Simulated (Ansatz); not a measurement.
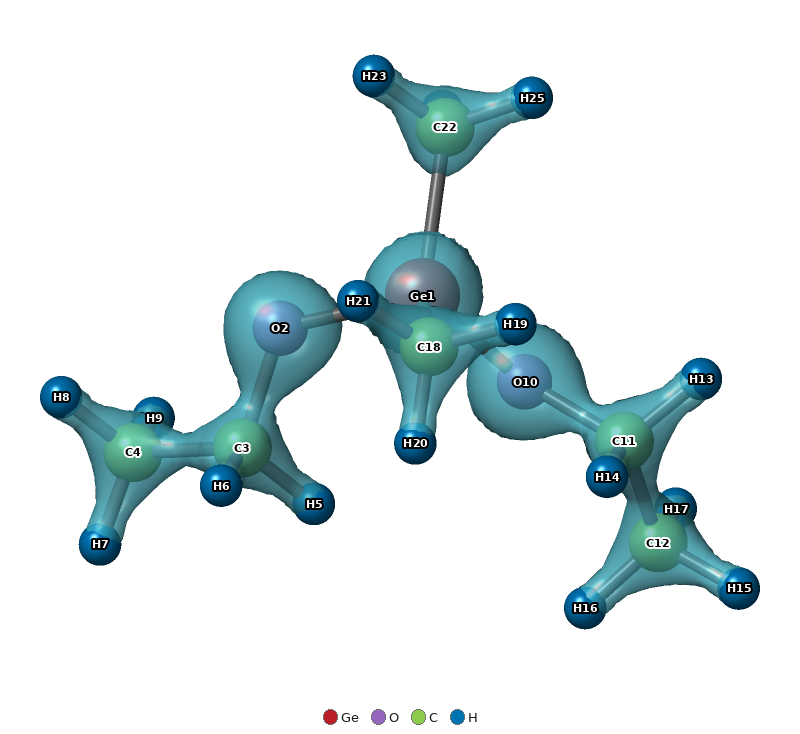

*C₆H₁₆GeO₂ (Ge(OEt)2Me2). Isosurface of the total electron density at 1.5 e/Å³ (cyan), seen at a tilt.*

Geometry: PBE-D4/def2-SVP; not at a stationary point (largest force 0.6 eV/Å).

Theory: RKS PBE0-D4/def2-TZVP in Ansatz.

The calculation's input:

```
crystal:
  periodic: [false, false, false]
  atoms:
    - {symbol: Ge, position_ang: [-1.038353, -0.301740, -0.184163]}
    - {symbol: O, position_ang: [-0.676404, -0.356793, 1.576967]}
    - {symbol: C, position_ang: [0.352371, 0.467867, 2.110555]}
    - {symbol: C, position_ang: [0.645970, 0.028137, 3.536477]}
    - {symbol: H, position_ang: [1.277193, 0.395348, 1.489927]}
    - {symbol: H, position_ang: [0.043930, 1.543876, 2.104186]}
    - {symbol: H, position_ang: [1.435783, 0.659822, 3.992003]}
    - {symbol: H, position_ang: [-0.266655, 0.101848, 4.161944]}
    - {symbol: H, position_ang: [0.985820, -1.026838, 3.552592]}
    - {symbol: O, position_ang: [0.556034, -0.653126, -0.965260]}
    - {symbol: C, position_ang: [1.011848, -0.016300, -2.145706]}
    - {symbol: C, position_ang: [2.532842, -0.078511, -2.191567]}
    - {symbol: H, position_ang: [0.589823, -0.519212, -3.052314]}
    - {symbol: H, position_ang: [0.680770, 1.050611, -2.200376]}
    - {symbol: H, position_ang: [2.920655, 0.371745, -3.128407]}
    - {symbol: H, position_ang: [2.972458, 0.465670, -1.330412]}
    - {symbol: H, position_ang: [2.876327, -1.131747, -2.138816]}
    - {symbol: C, position_ang: [-1.671940, 1.480200, -0.712607]}
    - {symbol: H, position_ang: [-1.930473, 1.511547, -1.789232]}
    - {symbol: H, position_ang: [-0.900265, 2.248137, -0.509620]}
    - {symbol: H, position_ang: [-2.577708, 1.725756, -0.124249]}
    - {symbol: C, position_ang: [-2.277462, -1.775102, -0.474098]}
    - {symbol: H, position_ang: [-3.191657, -1.627727, 0.132588]}
    - {symbol: H, position_ang: [-1.791937, -2.721003, -0.167678]}
    - {symbol: H, position_ang: [-2.558968, -1.842445, -1.542736]}
basis:
  gaussian: {orbitals: def2-TZVP, initial_orbitals: start.molden}
hamiltonian: {xc: pbe0, dispersion: d4}
scf: {omitted_lower_state_checks: [starts]}
output: {forces: true, orbitals: {seedname: orbitals}}
```

Run with:

```sh
ansatz run in.yaml --threads 2 --pin off --events-out ev --progress --plain --max-ram 22528MiB --backend cuda --devices 0, --max-vram 18GiB
```

Question: What does this surface tell about the bonding?

Answer: At this value the surface falls into five separate pieces. It bridges the sampled C–O (1.42 Å) and C–C (1.52 Å) contacts, where the density stays above the isovalue. It is pinched off along the sampled Ge–O (1.80 Å) and C–Ge (1.95 Å) contacts. On the grid the lowest density along these lines, outside the cores, is 1.7 e/Å³ (C–O, 1.42 Å), 1.7 e/Å³ (C–C, 1.52 Å), 0.93 e/Å³ (Ge–O, 1.80 Å) and 0.89 e/Å³ (C–Ge, 1.95 Å).
